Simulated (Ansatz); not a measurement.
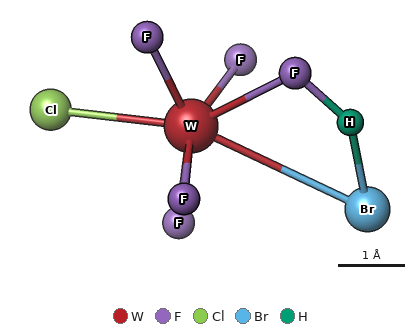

The starting structure (ball-and-stick view, seen at a tilt). Sticks mark near contacts.

# Molecular dynamics of WHBrClF5 (part 1 of 3)

System: WHBrClF5.
Method: RHF/def2-SVP (Ansatz 0.2.0).

It belongs to a series of runs on one base structure; here: dynamics from the highest image of the converged band.

The program's output
```
Engine: ansatz 0.2.0, aarch64-unknown-linux-gnu
Functional definition: HF
  exchange = exact_x
  correlation = 0
1609 factors; integrals over basis functions are off by at most 3.2e-4 eV
mean field evaluation 1: about -97821.5118 eV, gradient 7.8e1 eV
mean field evaluation 2: about -97821.7875 eV, gradient 7.8e1 eV
mean field evaluation 4: about -97833.6473 eV, gradient 6.0e0 eV
mean field evaluation 8: about -97833.7863 eV, gradient 9.0e-1 eV
mean field -97833.79148528 eV, -3595.3255229585 hartree, gradient 1.7e-5 eV, S^2 0.000000; 0 other end points of the search recorded, 0 dependent functions left out
the calculation of the forces begins
reference -97833.79148528 eV, -3595.3255229585 hartree; 56, 56 occupied and 101, 101 virtual orbitals, 1609 factors
md step     0: t =     0.00 fs  T =   300.0 K  F+E_penalty+E_count = -97833.79148528 eV  E_kin = 0.271446 eV  conserved = -97833.52003928 eV  (42 SCF iters)
these checks for a lower state are left out or cut short: starts, cluster_reference, orbital_swaps, neighbouring_geometries, increment
1609 factors; integrals over basis functions are off by at most 3.1e-4 eV
mean field evaluation 16: about -97833.2906 eV, gradient 3.8e0 eV
mean field -97833.79086070 eV, -3595.3255000057 hartree, gradient 2.5e-5 eV, S^2 0.000000; 0 other end points of the search recorded, 0 dependent functions left out
the calculation of the forces begins
reference -97833.79086070 eV, -3595.3255000057 hartree; 56, 56 occupied and 101, 101 virtual orbitals, 1609 factors
md step     1: t =     0.50 fs  T =   299.3 K  F+E_penalty+E_count = -97833.79086070 eV  E_kin = 0.270819 eV  conserved = -97833.52004138 eV  (46 SCF iters)
[... from here on the SCF iterations and repeated set-up lines of each step are left out, up to the last step ...]
md step     2: t =     1.00 fs  T =   297.4 K  F+E_penalty+E_count = -97833.78916326 eV  E_kin = 0.269122 eV  conserved = -97833.52004147 eV  (45 SCF iters)
md step     3: t =     1.50 fs  T =   294.4 K  F+E_penalty+E_count = -97833.78640165 eV  E_kin = 0.266363 eV  conserved = -97833.52003884 eV  (45 SCF iters)
md step     4: t =     2.00 fs  T =   290.2 K  F+E_penalty+E_count = -97833.78261741 eV  E_kin = 0.262582 eV  conserved = -97833.52003498 eV  (45 SCF iters)
md step     5: t =     2.50 fs  T =   285.0 K  F+E_penalty+E_count = -97833.77788030 eV  E_kin = 0.257851 eV  conserved = -97833.52002930 eV  (45 SCF iters)
md step     6: t =     3.00 fs  T =   278.8 K  F+E_penalty+E_count = -97833.77228988 eV  E_kin = 0.252268 eV  conserved = -97833.52002191 eV  (44 SCF iters)
md step     7: t =     3.50 fs  T =   271.8 K  F+E_penalty+E_count = -97833.76597326 eV  E_kin = 0.245960 eV  conserved = -97833.52001298 eV  (45 SCF iters)
md step     8: t =     4.00 fs  T =   264.2 K  F+E_penalty+E_count = -97833.75908226 eV  E_kin = 0.239080 eV  conserved = -97833.52000259 eV  (45 SCF iters)
md step     9: t =     4.50 fs  T =   256.2 K  F+E_penalty+E_count = -97833.75179009 eV  E_kin = 0.231799 eV  conserved = -97833.51999149 eV  (45 SCF iters)
md step    10: t =     5.00 fs  T =   247.9 K  F+E_penalty+E_count = -97833.74428489 eV  E_kin = 0.224305 eV  conserved = -97833.51998022 eV  (45 SCF iters)
md step    11: t =     5.50 fs  T =   239.6 K  F+E_penalty+E_count = -97833.73676205 eV  E_kin = 0.216793 eV  conserved = -97833.51996910 eV  (45 SCF iters)
md step    12: t =     6.00 fs  T =   231.5 K  F+E_penalty+E_count = -97833.72941510 eV  E_kin = 0.209456 eV  conserved = -97833.51995920 eV  (45 SCF iters)
md step    13: t =     6.50 fs  T =   223.8 K  F+E_penalty+E_count = -97833.72242216 eV  E_kin = 0.202471 eV  conserved = -97833.51995161 eV  (45 SCF iters)
md step    14: t =     7.00 fs  T =   216.6 K  F+E_penalty+E_count = -97833.71593108 eV  E_kin = 0.195984 eV  conserved = -97833.51994750 eV  (45 SCF iters)
md step    15: t =     7.50 fs  T =   210.1 K  F+E_penalty+E_count = -97833.71004308 eV  E_kin = 0.190095 eV  conserved = -97833.51994783 eV  (45 SCF iters)
md step    16: t =     8.00 fs  T =   204.3 K  F+E_penalty+E_count = -97833.70479909 eV  E_kin = 0.184846 eV  conserved = -97833.51995354 eV  (45 SCF iters)
md step    17: t =     8.50 fs  T =   199.2 K  F+E_penalty+E_count = -97833.70017176 eV  E_kin = 0.180208 eV  conserved = -97833.51996378 eV  (45 SCF iters)
md step    18: t =     9.00 fs  T =   194.6 K  F+E_penalty+E_count = -97833.69607481 eV  E_kin = 0.176099 eV  conserved = -97833.51997623 eV  (68 SCF iters)
md step    19: t =     9.50 fs  T =   190.5 K  F+E_penalty+E_count = -97833.69239638 eV  E_kin = 0.172409 eV  conserved = -97833.51998762 eV  (45 SCF iters)
md step    20: t =    10.00 fs  T =   186.9 K  F+E_penalty+E_count = -97833.68905811 eV  E_kin = 0.169066 eV  conserved = -97833.51999162 eV  (46 SCF iters)
md step    21: t =    10.50 fs  T =   183.6 K  F+E_penalty+E_count = -97833.68610098 eV  E_kin = 0.166119 eV  conserved = -97833.51998226 eV  (45 SCF iters)
md step    22: t =    11.00 fs  T =   181.0 K  F+E_penalty+E_count = -97833.68376505 eV  E_kin = 0.163808 eV  conserved = -97833.51995685 eV  (45 SCF iters)
md step    23: t =    11.50 fs  T =   179.7 K  F+E_penalty+E_count = -97833.68251823 eV  E_kin = 0.162599 eV  conserved = -97833.51991965 eV  (45 SCF iters)
md step    24: t =    12.00 fs  T =   180.3 K  F+E_penalty+E_count = -97833.68298265 eV  E_kin = 0.163100 eV  conserved = -97833.51988289 eV  (45 SCF iters)
md step    25: t =    12.50 fs  T =   183.3 K  F+E_penalty+E_count = -97833.68574231 eV  E_kin = 0.165878 eV  conserved = -97833.51986402 eV  (45 SCF iters)
md step    26: t =    13.00 fs  T =   189.2 K  F+E_penalty+E_count = -97833.69108263 eV  E_kin = 0.171205 eV  conserved = -97833.51987748 eV  (45 SCF iters)
md step    27: t =    13.50 fs  T =   197.7 K  F+E_penalty+E_count = -97833.69878171 eV  E_kin = 0.178856 eV  conserved = -97833.51992620 eV  (45 SCF iters)
md step    28: t =    14.00 fs  T =   207.9 K  F+E_penalty+E_count = -97833.70807675 eV  E_kin = 0.188079 eV  conserved = -97833.51999813 eV  (46 SCF iters)
md step    29: t =    14.50 fs  T =   218.6 K  F+E_penalty+E_count = -97833.71785010 eV  E_kin = 0.197778 eV  conserved = -97833.52007223 eV  (46 SCF iters)
md step    30: t =    15.00 fs  T =   228.6 K  F+E_penalty+E_count = -97833.72695688 eV  E_kin = 0.206830 eV  conserved = -97833.52012672 eV  (45 SCF iters)
md step    31: t =    15.50 fs  T =   237.0 K  F+E_penalty+E_count = -97833.73455473 eV  E_kin = 0.214406 eV  conserved = -97833.52014857 eV  (45 SCF iters)
md step    32: t =    16.00 fs  T =   243.3 K  F+E_penalty+E_count = -97833.74030758 eV  E_kin = 0.220172 eV  conserved = -97833.52013605 eV  (45 SCF iters)
md step    33: t =    16.50 fs  T =   247.9 K  F+E_penalty+E_count = -97833.74441922 eV  E_kin = 0.224323 eV  conserved = -97833.52009623 eV  (46 SCF iters)
md step    34: t =    17.00 fs  T =   251.4 K  F+E_penalty+E_count = -97833.74752591 eV  E_kin = 0.227485 eV  conserved = -97833.52004105 eV  (45 SCF iters)
md step    35: t =    17.50 fs  T =   254.8 K  F+E_penalty+E_count = -97833.75050924 eV  E_kin = 0.230526 eV  conserved = -97833.51998363 eV  (46 SCF iters)
md step    36: t =    18.00 fs  T =   259.0 K  F+E_penalty+E_count = -97833.75428541 eV  E_kin = 0.234349 eV  conserved = -97833.51993640 eV  (45 SCF iters)
md step    37: t =    18.50 fs  T =   264.9 K  F+E_penalty+E_count = -97833.75960382 eV  E_kin = 0.239694 eV  conserved = -97833.51991013 eV  (45 SCF iters)
md step    38: t =    19.00 fs  T =   272.9 K  F+E_penalty+E_count = -97833.76687119 eV  E_kin = 0.246957 eV  conserved = -97833.51991442 eV  (45 SCF iters)
md step    39: t =    19.50 fs  T =   283.0 K  F+E_penalty+E_count = -97833.77600875 eV  E_kin = 0.256054 eV  conserved = -97833.51995496 eV  (45 SCF iters)
md step    40: t =    20.00 fs  T =   294.4 K  F+E_penalty+E_count = -97833.78637042 eV  E_kin = 0.266339 eV  conserved = -97833.52003146 eV  (45 SCF iters)
md step    41: t =    20.50 fs  T =   305.7 K  F+E_penalty+E_count = -97833.79676606 eV  E_kin = 0.276633 eV  conserved = -97833.52013277 eV  (45 SCF iters)
md step    42: t =    21.00 fs  T =   315.5 K  F+E_penalty+E_count = -97833.80565818 eV  E_kin = 0.285426 eV  conserved = -97833.52023232 eV  (45 SCF iters)
md step    43: t =    21.50 fs  T =   321.9 K  F+E_penalty+E_count = -97833.81158644 eV  E_kin = 0.291296 eV  conserved = -97833.52029050 eV  (46 SCF iters)
md step    44: t =    22.00 fs  T =   324.4 K  F+E_penalty+E_count = -97833.81377634 eV  E_kin = 0.293509 eV  conserved = -97833.52026775 eV  (46 SCF iters)
md step    45: t =    22.50 fs  T =   323.3 K  F+E_penalty+E_count = -97833.81271062 eV  E_kin = 0.292558 eV  conserved = -97833.52015232 eV  (46 SCF iters)
md step    46: t =    23.00 fs  T =   320.8 K  F+E_penalty+E_count = -97833.81025637 eV  E_kin = 0.290272 eV  conserved = -97833.51998468 eV  (45 SCF iters)
md step    47: t =    23.50 fs  T =   319.6 K  F+E_penalty+E_count = -97833.80900778 eV  E_kin = 0.289156 eV  conserved = -97833.51985220 eV  (46 SCF iters)
md step    48: t =    24.00 fs  T =   321.8 K  F+E_penalty+E_count = -97833.81097374 eV  E_kin = 0.291137 eV  conserved = -97833.51983633 eV  (71 SCF iters)
md step    49: t =    24.50 fs  T =   327.6 K  F+E_penalty+E_count = -97833.81638319 eV  E_kin = 0.296433 eV  conserved = -97833.51995022 eV  (46 SCF iters)
md step    50: t =    25.00 fs  T =   335.3 K  F+E_penalty+E_count = -97833.82349711 eV  E_kin = 0.303370 eV  conserved = -97833.52012736 eV  (46 SCF iters)
md step    51: t =    25.50 fs  T =   341.9 K  F+E_penalty+E_count = -97833.82959999 eV  E_kin = 0.309330 eV  conserved = -97833.52027030 eV  (46 SCF iters)
md step    52: t =    26.00 fs  T =   345.0 K  F+E_penalty+E_count = -97833.83245653 eV  E_kin = 0.312141 eV  conserved = -97833.52031590 eV  (46 SCF iters)
md step    53: t =    26.50 fs  T =   343.8 K  F+E_penalty+E_count = -97833.83129967 eV  E_kin = 0.311041 eV  conserved = -97833.52025884 eV  (46 SCF iters)
md step    54: t =    27.00 fs  T =   339.1 K  F+E_penalty+E_count = -97833.82695585 eV  E_kin = 0.306820 eV  conserved = -97833.52013577 eV  (46 SCF iters)
md step    55: t =    27.50 fs  T =   333.0 K  F+E_penalty+E_count = -97833.82131128 eV  E_kin = 0.301315 eV  conserved = -97833.51999630 eV  (46 SCF iters)
md step    56: t =    28.00 fs  T =   327.9 K  F+E_penalty+E_count = -97833.81654498 eV  E_kin = 0.296662 eV  conserved = -97833.51988272 eV  (46 SCF iters)
md step    57: t =    28.50 fs  T =   325.6 K  F+E_penalty+E_count = -97833.81444613 eV  E_kin = 0.294622 eV  conserved = -97833.51982372 eV  (45 SCF iters)
md step    58: t =    29.00 fs  T =   327.3 K  F+E_penalty+E_count = -97833.81594007 eV  E_kin = 0.296105 eV  conserved = -97833.51983476 eV  (46 SCF iters)
md step    59: t =    29.50 fs  T =   332.6 K  F+E_penalty+E_count = -97833.82084017 eV  E_kin = 0.300923 eV  conserved = -97833.51991738 eV  (46 SCF iters)
md step    60: t =    30.00 fs  T =   340.2 K  F+E_penalty+E_count = -97833.82783746 eV  E_kin = 0.307782 eV  conserved = -97833.52005587 eV  (46 SCF iters)
md step    61: t =    30.50 fs  T =   347.7 K  F+E_penalty+E_count = -97833.83478222 eV  E_kin = 0.314571 eV  conserved = -97833.52021123 eV  (46 SCF iters)
md step    62: t =    31.00 fs  T =   352.6 K  F+E_penalty+E_count = -97833.83933222 eV  E_kin = 0.319011 eV  conserved = -97833.52032081 eV  (46 SCF iters)
md step    63: t =    31.50 fs  T =   353.2 K  F+E_penalty+E_count = -97833.83993818 eV  E_kin = 0.319622 eV  conserved = -97833.52031651 eV  (46 SCF iters)
md step    64: t =    32.00 fs  T =   350.0 K  F+E_penalty+E_count = -97833.83685368 eV  E_kin = 0.316685 eV  conserved = -97833.52016837 eV  (45 SCF iters)
md step    65: t =    32.50 fs  T =   345.5 K  F+E_penalty+E_count = -97833.83251094 eV  E_kin = 0.312580 eV  conserved = -97833.51993112 eV  (46 SCF iters)
md step    66: t =    33.00 fs  T =   343.6 K  F+E_penalty+E_count = -97833.83061784 eV  E_kin = 0.310879 eV  conserved = -97833.51973884 eV  (46 SCF iters)
md step    67: t =    33.50 fs  T =   347.5 K  F+E_penalty+E_count = -97833.83411527 eV  E_kin = 0.314395 eV  conserved = -97833.51972044 eV  (46 SCF iters)
md step    68: t =    34.00 fs  T =   357.4 K  F+E_penalty+E_count = -97833.84327861 eV  E_kin = 0.323387 eV  conserved = -97833.51989113 eV  (45 SCF iters)
md step    69: t =    34.50 fs  T =   370.6 K  F+E_penalty+E_count = -97833.85549529 eV  E_kin = 0.335357 eV  conserved = -97833.52013856 eV  (45 SCF iters)
md step    70: t =    35.00 fs  T =   383.1 K  F+E_penalty+E_count = -97833.86692839 eV  E_kin = 0.346612 eV  conserved = -97833.52031619 eV  (46 SCF iters)
md step    71: t =    35.50 fs  T =   391.7 K  F+E_penalty+E_count = -97833.87473035 eV  E_kin = 0.354385 eV  conserved = -97833.52034505 eV  (46 SCF iters)
md step    72: t =    36.00 fs  T =   395.7 K  F+E_penalty+E_count = -97833.87830488 eV  E_kin = 0.358066 eV  conserved = -97833.52023904 eV  (46 SCF iters)
md step    73: t =    36.50 fs  T =   396.9 K  F+E_penalty+E_count = -97833.87917562 eV  E_kin = 0.359110 eV  conserved = -97833.52006579 eV  (46 SCF iters)
md step    74: t =    37.00 fs  T =   398.0 K  F+E_penalty+E_count = -97833.87998110 eV  E_kin = 0.360081 eV  conserved = -97833.51989969 eV  (45 SCF iters)
md step    75: t =    37.50 fs  T =   401.7 K  F+E_penalty+E_count = -97833.88330486 eV  E_kin = 0.363508 eV  conserved = -97833.51979640 eV  (45 SCF iters)
md step    76: t =    38.00 fs  T =   410.0 K  F+E_penalty+E_count = -97833.89076553 eV  E_kin = 0.370978 eV  conserved = -97833.51978764 eV  (45 SCF iters)
md step    77: t =    38.50 fs  T =   422.9 K  F+E_penalty+E_count = -97833.90249301 eV  E_kin = 0.382612 eV  conserved = -97833.51988125 eV  (46 SCF iters)
md step    78: t =    39.00 fs  T =   438.7 K  F+E_penalty+E_count = -97833.91701147 eV  E_kin = 0.396954 eV  conserved = -97833.52005759 eV  (46 SCF iters)
md step    79: t =    39.50 fs  T =   454.6 K  F+E_penalty+E_count = -97833.93158326 eV  E_kin = 0.411320 eV  conserved = -97833.52026330 eV  (46 SCF iters)
md step    80: t =    40.00 fs  T =   467.1 K  F+E_penalty+E_count = -97833.94309599 eV  E_kin = 0.422685 eV  conserved = -97833.52041056 eV  (71 SCF iters)
md step    81: t =    40.50 fs  T =   474.2 K  F+E_penalty+E_count = -97833.94943944 eV  E_kin = 0.429033 eV  conserved = -97833.52040642 eV  (45 SCF iters)
md step    82: t =    41.00 fs  T =   476.0 K  F+E_penalty+E_count = -97833.95088515 eV  E_kin = 0.430669 eV  conserved = -97833.52021664 eV  (45 SCF iters)
md step    83: t =    41.50 fs  T =   475.9 K  F+E_penalty+E_count = -97833.95049114 eV  E_kin = 0.430560 eV  conserved = -97833.51993075 eV  (45 SCF iters)
md step    84: t =    42.00 fs  T =   478.5 K  F+E_penalty+E_count = -97833.95265797 eV  E_kin = 0.432919 eV  conserved = -97833.51973907 eV  (46 SCF iters)
md step    85: t =    42.50 fs  T =   486.8 K  F+E_penalty+E_count = -97833.96027568 eV  E_kin = 0.440484 eV  conserved = -97833.51979168 eV  (46 SCF iters)
md step    86: t =    43.00 fs  T =   500.1 K  F+E_penalty+E_count = -97833.97254072 eV  E_kin = 0.452482 eV  conserved = -97833.52005863 eV  (45 SCF iters)
md step    87: t =    43.50 fs  T =   514.0 K  F+E_penalty+E_count = -97833.98540445 eV  E_kin = 0.465049 eV  conserved = -97833.52035575 eV  (46 SCF iters)
md step    88: t =    44.00 fs  T =   523.6 K  F+E_penalty+E_count = -97833.99429914 eV  E_kin = 0.473796 eV  conserved = -97833.52050307 eV  (46 SCF iters)
md step    89: t =    44.50 fs  T =   526.5 K  F+E_penalty+E_count = -97833.99687220 eV  E_kin = 0.476428 eV  conserved = -97833.52044413 eV  (46 SCF iters)
md step    90: t =    45.00 fs  T =   523.5 K  F+E_penalty+E_count = -97833.99393423 eV  E_kin = 0.473693 eV  conserved = -97833.52024101 eV  (46 SCF iters)
md step    91: t =    45.50 fs  T =   517.9 K  F+E_penalty+E_count = -97833.98858797 eV  E_kin = 0.468585 eV  conserved = -97833.52000285 eV  (46 SCF iters)
md step    92: t =    46.00 fs  T =   513.6 K  F+E_penalty+E_count = -97833.98454906 eV  E_kin = 0.464722 eV  conserved = -97833.51982740 eV  (45 SCF iters)
md step    93: t =    46.50 fs  T =   513.7 K  F+E_penalty+E_count = -97833.98458157 eV  E_kin = 0.464805 eV  conserved = -97833.51977610 eV  (46 SCF iters)
md step    94: t =    47.00 fs  T =   519.0 K  F+E_penalty+E_count = -97833.98948817 eV  E_kin = 0.469618 eV  conserved = -97833.51986990 eV  (45 SCF iters)
md step    95: t =    47.50 fs  T =   527.9 K  F+E_penalty+E_count = -97833.99778183 eV  E_kin = 0.477699 eV  conserved = -97833.52008330 eV  (45 SCF iters)
md step    96: t =    48.00 fs  T =   536.9 K  F+E_penalty+E_count = -97834.00612940 eV  E_kin = 0.485791 eV  conserved = -97833.52033794 eV  (45 SCF iters)
md step    97: t =    48.50 fs  T =   541.7 K  F+E_penalty+E_count = -97834.01065005 eV  E_kin = 0.490144 eV  conserved = -97833.52050614 eV  (46 SCF iters)
md step    98: t =    49.00 fs  T =   539.8 K  F+E_penalty+E_count = -97834.00891482 eV  E_kin = 0.488454 eV  conserved = -97833.52046072 eV  (45 SCF iters)
```
